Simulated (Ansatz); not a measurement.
## Fields on a plane of Yb (fcc, Cu type)

```xyz
1
Lattice="0.0000 2.5990 2.5990 2.5990 0.0000 2.5990 2.5990 2.5990 0.0000" Properties=species:S:1:pos:R:3 pbc="T T T"
Yb     0.0000     0.0000     0.0000
```

The slice is a {100} plane (indices of the conventional cell) through the point (0.000, 0.000, 0.000) (fractional), spanned by u = [100] and v = [0 1 -1] in vectors of this cell: u (3.68 Å) and v (3.68 Å, at 90° to u). It covers one period; positions are fractions (u, v).

Atoms on it: Yb at (0.00, 0.00).

Level of theory: r2SCAN (plane waves to 500 eV, PAW, scalar-relativistic; Ansatz, a first-principles code). k mesh 15×15×15. Inside the PAW spheres the values are not all-electron values, and peaks at nuclei hang on which shells count as valence. The PAW data are Ansatz's earlier set. The relaxed volume of Yb is well below the measured one. Yb is run without spin polarisation. Yb was relaxed with its symmetry unable to fall. The f-shell state is unchecked: a lower one may exist.

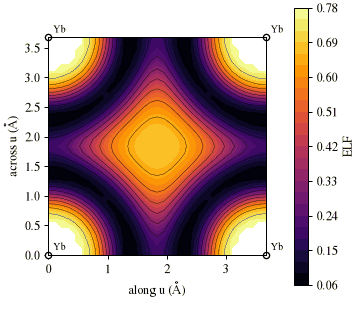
Electron localisation function (ELF), one period of the plane, atoms marked. Points within 0.5 Å of a nucleus are left white, as the pseudised field means little there.

```
|@@@%#*+=-:..         ..:-=+*#%@@|
|@@%%#*+=-:..         ..:-=+*#%%@|
|%%%#**+=-:.           .:-=+**#%%|
|###**+=-::.           .::-=+**##|
|****+==-:..           ..:-==+***|
|++++==-:..             ..:-==+++|
|====--::..             ..::--===|
|----::...               ...::---|
|:::::...                 ...::::|
|......                     .....|
|...                           ..|
|                                |
|                                |
|                                |
|                                |
|                                |
|                                |
|                                |
|                                |
|                                |
|...                           ..|
|......                     .....|
|:::::...                 ...::::|
|----::...               ...::---|
|====--::..             ..::--===|
|++++==-:..             ..:-==+++|
|****+==-:..           ..:-==+***|
|###**+=-::.           .::-=+**##|
|%%%#**+=-:.           .:-=+**#%%|
|@@%%#*+=-:..         ..:-=+*#%%@|
|@@@%#*+=-:..         ..:-=+*#%@@|
|@@@%#*+=-:..         ..:-=+*#%@@|
```
Scale: ten equal steps from -1.12 (start of ' ') to 1.72 (end of '@'), in the order ' .:-=+*#%@'. Values: log₁₀ of the valence density in e/Å³. The map has 32 points along u (one character each, u = 0 at the left) and 32 along v (v = 0 in the bottom row). The scale is logarithmic, as a density can span decades between atoms and voids.

* **Density on the Yb–Yb line (3.68 Å) at its midpoint**: 0.08 e/Å³
* **ELF at that point**: 0.20
